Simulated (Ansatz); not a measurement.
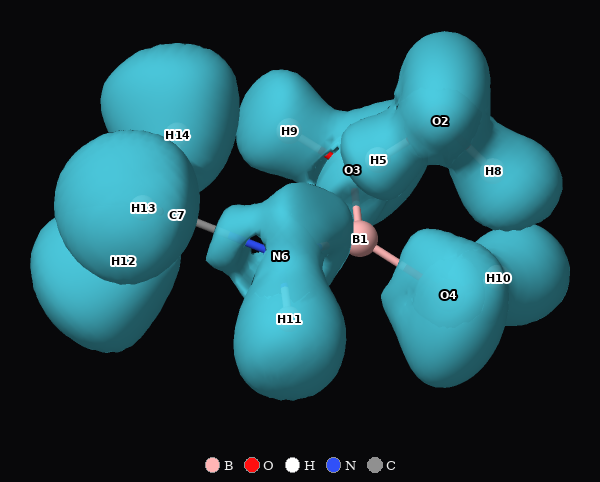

The picture shows: CH₆BNO₂···H₂O. Isosurface of the electron localisation function at 0.75 (cyan), seen from one side. Only the valence region is drawn (cores and ρ < 0.01 e/Å³ removed).

The calculation used Ansatz, RKS PBE0-D4/def2-SVP.

```yaml
atoms:
  - { symbol: B, position_ang: [-0.6702, -0.6887, -0.1017] }
  - { symbol: O, position_ang: [-0.1434, 0.7338, 2.3904] }
  - { symbol: O, position_ang: [-0.0186, -1.8846, 0.0130] }
  - { symbol: O, position_ang: [-1.9815, -0.6118, 0.2914] }
  - { symbol: H, position_ang: [0.0341, 0.9383, 1.4599] }
  - { symbol: N, position_ang: [-0.0707, 0.5073, -0.6018] }
  - { symbol: C, position_ang: [1.2247, 0.6067, -1.2219] }
  - { symbol: H, position_ang: [-1.0893, 0.5506, 2.3666] }
  - { symbol: H, position_ang: [0.9042, -1.8571, -0.2503] }
  - { symbol: H, position_ang: [-2.2859, -1.4624, 0.6231] }
  - { symbol: H, position_ang: [-0.7117, 1.2596, -0.8260] }
  - { symbol: H, position_ang: [1.2230, 0.3624, -2.3010] }
  - { symbol: H, position_ang: [1.6449, 1.6186, -1.1112] }
  - { symbol: H, position_ang: [1.9403, -0.0726, -0.7305] }
```

> Where are the electrons localised?

The surface consists of four regions around hydrogen nuclei and three joined regions spread over several atoms (H, O), in which their bonds and any lone pairs are merged.

Values along the shortest contacts:
N6···H5 (2.11 Å): the ELF dips to about 0.10 between them: a closed-shell contact with the geometry of a hydrogen bond. B–O (1.37 Å): the ELF peaks at about 0.90 between the atoms: a shared but strongly polarised pair.
